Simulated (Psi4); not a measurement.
**ZrO2 (zirconia): HF/3-21G**

What is the energy change on altering one bond length of ZrO2 (zirconia) at HF/3-21G? 

Program for the calculation: Psi4 1.11.

1 further run of the same task is left out (set aside as unsound or not needed).

**1. The structure to begin with**

ZrO2: 3 atoms, total charge 0, spin state singlet. As SMILES, `[O]=[Zr]=[O]`. The coordinates come from a PBE0-D4/def2-TZVP relaxation.

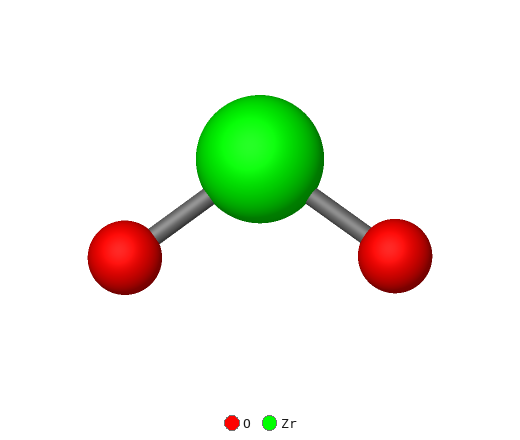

The structure, seen from a chosen angle (oxygen red, zirconium green).

**2. Energy and gradient at HF/3-21G**

File o2zr.in:

```
memory 1600 MB

molecule m {
  0 1
  O
  Zr 1 1.76137
  O 2 1.761356 1 107.92594
  symmetry c1
}

set {
  puream        true
  e_convergence 1e-09
  d_convergence 1e-08
  scf_type      pk
}

e_tot, wfn = gradient('scf/3-21G', return_wfn=True)
```

Launch:

```bash
$ psi4 -i o2zr.in -o o2zr.out -n 1
```

o2zr.out:

```text
[...]
  Running in c1 symmetry.
[...]
  Nuclear repulsion =  204.168260848973375
[...]
  Multiplicity = 1
[...]
  Nalpha       = 28
  Nbeta        = 28
[...]
    Number of basis functions: 54
[...]
   @RHF iter   1: -3670.47037205509514   -1.48666e+00   1.90427e-02 DIIS/ADIIS
[...]
   @RHF iter  15: -3670.97630905114875   -5.91172e-12   8.36039e-09 DIIS
[...]
    Orbital Energies [Eh]
    ---------------------
    Doubly Occupied:
       1A   -646.844381     2A    -91.237965     3A    -83.142606
       4A    -83.142416     5A    -83.140864     6A    -20.380447
       7A    -20.380357     8A    -16.180838     9A    -12.948049
      10A    -12.946356    11A    -12.945763    12A     -7.658087
      13A     -7.654436    14A     -7.653706    15A     -7.652994
      16A     -7.652739    17A     -2.438208    18A     -1.543084
      19A     -1.510235    20A     -1.465831    21A     -1.100530
      22A     -1.075821    23A     -0.471757    24A     -0.437056
      25A     -0.418769    26A     -0.395025    27A     -0.376080
      28A     -0.366227
[...]
  @RHF Final Energy: -3670.97630905114875
   => Energetics <=
    Nuclear Repulsion Energy =            204.1682608489733752
    One-Electron Energy =               -5483.9678849189722314
    Two-Electron Energy =                1608.8233150188498257
    Total Energy =                      -3670.9763090511487462
[...]
 Multipole Moments:
 ------------------------------------------------------------------------------------
     Multipole            Electronic (a.u.)      Nuclear  (a.u.)        Total (a.u.)
 ------------------------------------------------------------------------------------
 L = 1.  Multiply by 2.5417464519 to convert [e a0] to [Debye]
 Dipole X            :         -4.7815472            2.0639293           -2.7176179
 Dipole Y            :         -3.4787845            1.5015886           -1.9771959
 Dipole Z            :         -0.0000000            0.0000000           -0.0000000
 Magnitude           :                                                    3.3607664
[...]
  -Total Gradient:
     Atom            X                  Y                   Z
    ------   -----------------  -----------------  -----------------
       1       -0.000111147559     0.010840278013    -0.000000000001
       2       -0.010156350627    -0.007402012828    -0.000000000001
       3        0.010267498236    -0.003438265184     0.000000000002
[...]
```

Run time: 6.6 s. Hardware: 1 thread of Intel Xeon Platinum 8259CL at 2.50GHz (Skylake/Cascade Lake), shared host; peak memory 0.2 GiB.

**3. The distorted shape at the same level**

File calc.py:

```python
import psi4

psi4.set_memory(1600000000)
psi4.set_num_threads(1)
psi4.set_output_file('output.dat', False)

geom = psi4.geometry("""
0 1
O
Zr 1 2.0256
O 2 1.761356 1 107.92594
units angstrom
symmetry c1
""")

psi4.set_options(dict(basis='3-21G', puream=True, e_convergence=1e-09, d_convergence=1e-08, scf_type='pk'))

e_tot, wfn = psi4.gradient('hf', return_wfn=True)
print('gradient / Eh bohr^-1')
print(e_tot.np.round(6))
print(f'energy = {wfn.energy():.10f} Eh')
```

Launch:

```bash
$ python calc.py
```

output.dat:

```text
[...]
  Running in c1 symmetry.
[...]
  Nuclear repulsion =  190.783584273804252
[...]
  Multiplicity = 1
[...]
  Nalpha       = 28
  Nbeta        = 28
[...]
    Number of basis functions: 54
[...]
   @RHF iter   1: -3670.31541562593702   -1.58078e+00   1.98680e-02 ADIIS/DIIS
[...]
   @RHF iter  18: -3670.92567107013883   -4.54747e-12   6.27759e-09 DIIS
[...]
    Orbital Energies [Eh]
    ---------------------
    Doubly Occupied:
       1A   -646.903220     2A    -91.295752     3A    -83.200448
       4A    -83.200226     5A    -83.199121     6A    -20.415554
       7A    -20.354853     8A    -16.233763     9A    -13.000899
      10A    -12.999448    11A    -12.998516    12A     -7.710610
      13A     -7.707643    14A     -7.707035    15A     -7.706546
      16A     -7.706523    17A     -2.471240    18A     -1.561968
      19A     -1.500996    20A     -1.499969    21A     -1.118444
      22A     -1.070833    23A     -0.461054    24A     -0.442993
      25A     -0.436915    26A     -0.356357    27A     -0.341348
      28A     -0.326545
[...]
  @RHF Final Energy: -3670.92567107013883
   => Energetics <=
    Nuclear Repulsion Energy =            190.7835842738042516
    One-Electron Energy =               -5455.5608726475011281
    Two-Electron Energy =                1593.8516173035582142
    Total Energy =                      -3670.9256710701388329
[...]
 Multipole Moments:
 ------------------------------------------------------------------------------------
     Multipole            Electronic (a.u.)      Nuclear  (a.u.)        Total (a.u.)
 ------------------------------------------------------------------------------------
 L = 1.  Multiply by 2.5417464519 to convert [e a0] to [Debye]
 Dipole X            :         -4.6405987            2.0639293           -2.5766695
 Dipole Y            :         -4.4395899            1.8270066           -2.6125834
 Dipole Z            :          0.0000000            0.0000000            0.0000000
 Magnitude           :                                                    3.6694438
[...]
  -Total Gradient:
     Atom            X                  Y                   Z
    ------   -----------------  -----------------  -----------------
       1        0.002861603733     0.156915614837     0.000000000000
       2       -0.034448460294    -0.150156362023    -0.000000000000
       3        0.031586856611    -0.006759252731     0.000000000000
[...]
```

Standard output:

```text
gradient / Eh bohr^-1
[[ 0.002862  0.156916  0.      ]
 [-0.034448 -0.150156 -0.      ]
 [ 0.031587 -0.006759  0.      ]]
energy = -3670.9256710701 Eh
```

Run time: 5.7 s. Hardware: 1 thread of Intel Xeon Platinum 8259CL at 2.50GHz (Skylake/Cascade Lake), shared host; peak memory 0.2 GiB.

**4. Results**

At HF/3-21G:

| quantity | value |
| --- | --- |
| first shape: total energy | -3670.97631 Eh |
| first shape: dipole moment | 8.54 D |
| first shape: HOMO energy | -9.97 eV |
| first shape: LUMO energy | -0.71 eV |
| first shape: HOMO–LUMO gap | 9.25 eV |
| first shape: largest force on an atom | 0.646 eV/Å |
| distorted shape: total energy | -3670.92567 Eh |
| distorted shape: dipole moment | 9.33 D |
| distorted shape: HOMO energy | -8.89 eV |
| distorted shape: LUMO energy | -0.98 eV |
| distorted shape: HOMO–LUMO gap | 7.91 eV |
| distorted shape: largest force on an atom | 8.070 eV/Å |
| energy change with the O1–Zr2 bond stretched from 1.761 to 2.026 Å | 1.378 eV |

In words: With the O1–Zr2 bond stretched from 1.761 to 2.026 Å the energy rises by 1.38 eV (133 kJ/mol). The first shape isn't relaxed at this level, so the change isn't measured from a minimum. The largest force (first shape) is 0.65 eV/Å: the shape isn't a stationary point for this species at this level. Relativity is left out (first shape) although the molecule holds a heavy atom. Relativity is left out (distorted shape) although the molecule holds a heavy atom.
